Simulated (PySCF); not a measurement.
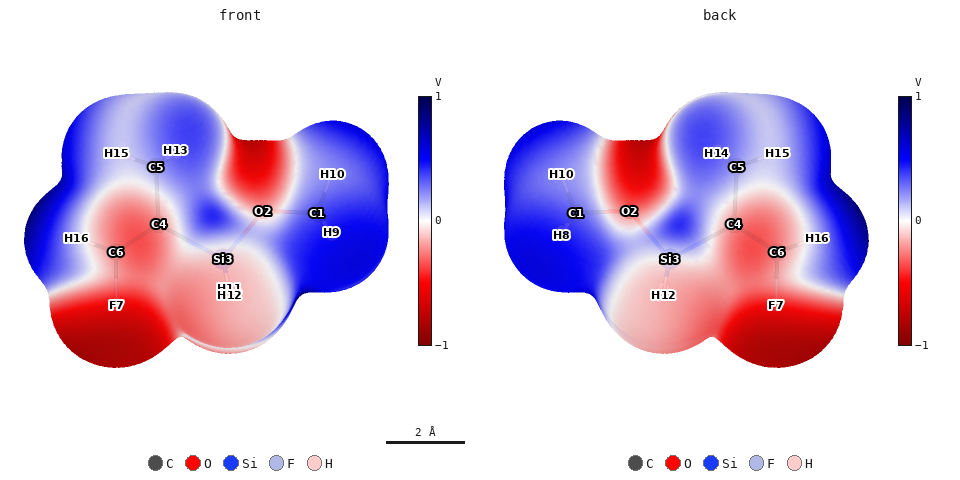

C4H9FOSi (SMILES CO[SiH2]/C(C)=C\F). The molecular electrostatic potential painted on the density surface at 0.001 e/bohr³, seen from the front and from behind; red is negative and blue positive.

Geometry: GFN2-xTB.

These are results of CAM-B3LYP/def2-SVPD, SCF density, gas phase in PySCF, not measurements.

```xyz
16

C     2.5556    1.0497    0.4096
O     1.2277    0.6386    0.3220
Si    0.6114   -0.4946   -0.6633
C    -1.2094   -0.4653   -0.1724
C    -1.6988    0.4346    0.9162
C    -2.0525   -1.2597   -0.8058
F    -1.6443   -2.0872   -1.7942
H     2.8942    1.4735   -0.5385
H     3.2072    0.2107    0.6640
H     2.6256    1.8089    1.1895
H     1.2170   -1.8068   -0.4112
H     0.8000   -0.1424   -2.0741
H    -1.1765    0.2073    1.8432
H    -1.4773    1.4697    0.6647
H    -2.7705    0.3250    1.0730
H    -3.1171   -1.3531   -0.6341
```

Where is the surface potential most negative and most positive?

Answer. The most negative region (about −0.8 V) lies over F7, the most positive (about +0.8 V) over Si3 and H16.

What dipole moment does the calculation give?

Answer. Its dipole moment is 1.66 D.
